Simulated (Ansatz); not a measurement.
**SiHClF (SMILES F[SiH]Cl): levels of theory compared**

We compute a comparison of 6 runs (U-r2SCAN/STO-3G, U-r2SCAN0/STO-3G, UCAM-B3LYP/STO-3G, UHSE06/STO-3G, UPBE0/STO-3G, UMP2/STO-3G) of SiHClF. 

The calculation is run with Ansatz 0.2.0.

76 further runs of the same task are left out: 16 that didn't finish, 60 set aside as unsound or not needed.

### Step 1. The structure to begin with

SiHClF: 4 atoms, total charge 0, spin state doublet. As SMILES, `F[SiH]Cl`. The Si2–F1 distance was set to 3.239 Å, away from the relaxed value. At this shape a bond of the SMILES string is far longer than usual.

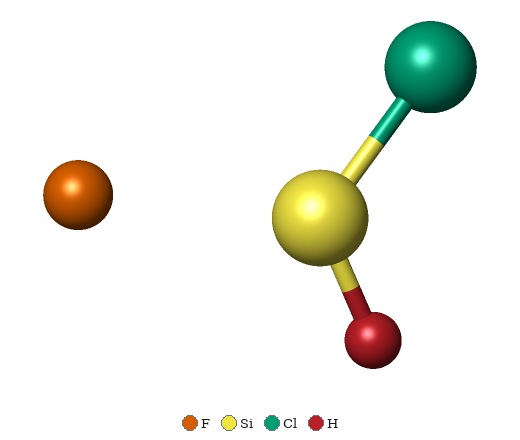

Viewed from a chosen angle; fluorine orange, silicon yellow, chlorine teal, hydrogen red.

### Step 2. A single-point energy at U-r2SCAN/STO-3G (run 1)

The input, in.yaml:

```yaml
crystal:
  periodic: [false, false, false]
  atoms:
    - {symbol: F, position_ang: [-1.780995, -0.461408, 2.472413]}
    - {symbol: Si, position_ang: [-0.204890, -0.223210, -0.347440]}
    - {symbol: Cl, position_ang: [1.732630, -0.546640, 0.075470]}
    - {symbol: H, position_ang: [-0.534790, 1.112160, -0.790530]}
basis:
  gaussian:
    orbitals: STO-3G
hamiltonian:
  xc: r2scan
accuracy: high
magnetization:
  spin_polarized: true
  initial_magnetization: 1
```

Run with:

```sh
$ ansatz run in.yaml --threads 1 --pin off --max-ram 2610MiB --events-out events.jsonl --progress --plain --runs-dir runs
```

Output:

```text
Warning: RAYON_NUM_THREADS=1 ignored (pool sized by the plan → 1); use --threads N
Functional definition: r2SCAN
  name "r2SCAN"
  parameter k0 = 0.174
  parameter k1 = 0.065
  parameter a1 = 4.9479
  exchange = r2scan_x(k0 = k0, k1 = k1, a1 = a1)
  correlation = r2scan_c
404 factors; integrals over basis functions are off by at most 2.5e-8 eV
mean field evaluation 1: about -22847.5757 eV, gradient 1.6e1 eV
mean field evaluation 2: about -22500.1559 eV, gradient 1.7e1 eV
mean field evaluation 4: about -22846.2281 eV, gradient 1.7e1 eV
mean field evaluation 8: about -22860.1981 eV, gradient 8.3e-1 eV
mean field evaluation 16: about -22860.2121 eV, gradient 1.6e-2 eV
mean field evaluation 32: about -22860.2086 eV, gradient 4.7e-2 eV
mean field -22860.21131426 eV, -840.0972705912 hartree, gradient 1.3e-8 eV, S^2 0.810527; 6 other end points of the search recorded, 0 dependent functions left out
reference -22860.21131484 eV, -840.0972706126 hartree; 21, 20 occupied and 3, 4 virtual orbitals, 404 factors
Total energy: -22860.21131484 eV, -840.0972706126 hartree
```

Run time: 39 s. Hardware: 1 thread of Arm Neoverse V1, shared host; peak memory 0.24 GiB.

### Step 3. The energy at U-r2SCAN0/STO-3G (run 2)

The input, run.yaml:

```yaml
crystal:
  periodic: [false, false, false]
  atoms:
    - {symbol: F, position_ang: [-1.780995, -0.461408, 2.472413]}
    - {symbol: Si, position_ang: [-0.204890, -0.223210, -0.347440]}
    - {symbol: Cl, position_ang: [1.732630, -0.546640, 0.075470]}
    - {symbol: H, position_ang: [-0.534790, 1.112160, -0.790530]}
basis:
  gaussian:
    orbitals: STO-3G
magnetization:
  spin_polarized: true
  initial_magnetization: 1
accuracy: high
hamiltonian:
  xc: {name: r2SCAN0}
```

Run with:

```sh
$ ansatz run run.yaml --threads 1 --pin off --max-ram 2610MiB --events-out events.jsonl --progress --plain --runs-dir runs
```

Output:

```text
Warning: RAYON_NUM_THREADS=1 ignored (pool sized by the plan → 1); use --threads N
Functional definition: r2SCAN0
  name "r2SCAN0"
  parameter a = 0.25
[... 3 set-up lines as earlier in the session ...]
  exchange = (1 - a)*r2scan_x(k0 = k0, k1 = k1, a1 = a1) + a*exact_x
[... 1 set-up line as earlier in the session ...]
404 factors; integrals over basis functions are off by at most 2.5e-8 eV
mean field evaluation 1: about -22848.2450 eV, gradient 1.5e1 eV
mean field evaluation 2: about -22501.5341 eV, gradient 1.8e1 eV
mean field evaluation 4: about -22848.4530 eV, gradient 1.2e1 eV
mean field evaluation 8: about -22848.4434 eV, gradient 1.2e1 eV
mean field evaluation 16: about -22860.9436 eV, gradient 3.0e-2 eV
mean field evaluation 32: about -22860.9469 eV, gradient 4.0e-8 eV
mean field evaluation 64: about -22860.9439 eV, gradient 2.7e-2 eV
mean field -22860.94694723 eV, -840.1243046042 hartree, gradient 4.0e-8 eV, S^2 0.870781; 6 other end points of the search recorded, 0 dependent functions left out
reference -22860.94694768 eV, -840.1243046208 hartree; 21, 20 occupied and 3, 4 virtual orbitals, 404 factors
Total energy: -22860.94694768 eV, -840.1243046208 hartree
```

Run time: 68 s. Hardware: 1 thread of Arm Neoverse V1, shared host; peak memory 0.24 GiB.

### Step 4. A single-point energy at UCAM-B3LYP/STO-3G (run 3)

The input, in.yaml:

```yaml
crystal:
  periodic: [false, false, false]
  atoms:
    - symbol: F
      position_ang: [-1.780995, -0.461408, 2.472413]
    - symbol: Si
      position_ang: [-0.204890, -0.223210, -0.347440]
    - symbol: Cl
      position_ang: [1.732630, -0.546640, 0.075470]
    - symbol: H
      position_ang: [-0.534790, 1.112160, -0.790530]
basis:
  gaussian: {orbitals: STO-3G}
accuracy: high
hamiltonian: {xc: {name: CAM-B3LYP}}
total_charge: 0
magnetization: {spin_polarized: true, initial_magnetization: 1}
```

Run with:

```sh
$ ansatz run in.yaml --threads 1 --pin off --max-ram 2610MiB --events-out events.jsonl --progress --plain --runs-dir runs
```

Output, shortened:

```text
Warning: RAYON_NUM_THREADS=1 ignored (pool sized by the plan → 1); use --threads N
Functional definition: CAM-B3LYP
  name "CAM-B3LYP"
[...]
404 factors; integrals over basis functions are off by at most 2.5e-8 eV
162 factors; integrals over basis functions are off by at most 9.1e-10 eV
[...]
mean field -22859.78881983 eV, -840.0817442072 hartree, gradient 1.9e-8 eV, S^2 0.752166; 6 other end points of the search recorded, 0 dependent functions left out
reference -22859.78883249 eV, -840.0817446724 hartree; 21, 20 occupied and 3, 4 virtual orbitals, 404 factors
Total energy: -22859.78883249 eV, -840.0817446724 hartree
```

Run time: 16 s. Hardware: 1 thread of Arm Neoverse V1, shared host; peak memory 0.14 GiB.

Runs 4 to 5 aren't shown in full; the table further down has their settings and results.

### Step 5. A single-point energy at UMP2/STO-3G (run 6)

The input, job.yaml:

```yaml
crystal:
  periodic: [false, false, false]
  atoms:
    - {symbol: F, position_ang: [-1.780995, -0.461408, 2.472413]}
    - {symbol: Si, position_ang: [-0.204890, -0.223210, -0.347440]}
    - {symbol: Cl, position_ang: [1.732630, -0.546640, 0.075470]}
    - {symbol: H, position_ang: [-0.534790, 1.112160, -0.790530]}
basis:
  gaussian: {orbitals: STO-3G}
magnetization: {spin_polarized: true, initial_magnetization: 1}
correlation: {method: mp2, frozen_orbitals: {Cl: 5, F: 1, H: 0, Si: 5}}
accuracy: high
```

Run with:

```sh
$ ansatz run job.yaml --threads 1 --pin off --max-ram 2610MiB --events-out events.jsonl --progress --plain --runs-dir runs
```

Output, shortened:

```text
Warning: RAYON_NUM_THREADS=1 ignored (pool sized by the plan → 1); use --threads N
Functional definition: HF
  name "HF"
[...]
404 factors; integrals over basis functions are off by at most 2.5e-8 eV
[...]
mean field -22822.77656328 eV, -838.7215688670 hartree, gradient 5.5e-8 eV, S^2 1.052821; 16 other end points of the search recorded, 0 dependent functions left out
11 core orbitals not correlated: weight in the atoms' cores, before any rotation towards them, 1.000 or more for the frozen orbitals, at most 0.000 for the correlated occupied ones
reference -22822.77656328 eV, -838.7215688670 hartree; 10, 9 occupied and 3, 4 virtual orbitals, 404 factors
second order -0.76778642 eV of doubles, -0.00000000 eV of singles
Total energy: -22823.54434970 eV, -838.7497844974 hartree
```

It took 1.7 s on 1 thread of Arm Neoverse V1, shared host.

### Step 6. The series

```csv
run,level,frozen core orbitals,energy (Eh),⟨S²⟩,wall time
1,U-r2SCAN/STO-3G,–,-840.097271,0.811,39 s
2,U-r2SCAN0/STO-3G,–,-840.124305,0.871,68 s
3,UCAM-B3LYP/STO-3G,–,-840.081745,0.752,16 s
4,UHSE06/STO-3G,–,-839.809619,0.761,16 s
5,UPBE0/STO-3G,–,-839.826543,0.762,15 s
6,UMP2/STO-3G,11,-838.749784,1.053,1.7 s
```

### Step 7. Results

```
                                           quantity          value
                                run 6: total energy  -838.74978 Eh
run 6: correlation energy (11 core orbitals frozen)      -28.2 mEh
           run 6: ⟨S²⟩ of the reference determinant          1.053
```

**Reading.** Totals of different functionals can't be ranked against each other. In runs 1, 2, 3, 4, 5, 6 the basis is minimal, so the values are rough. Spin contamination of the reference: run 6 ⟨S²⟩ = 1.05, run 2 ⟨S²⟩ = 0.87. All runs together took 2.6 min, the longest 68 s.
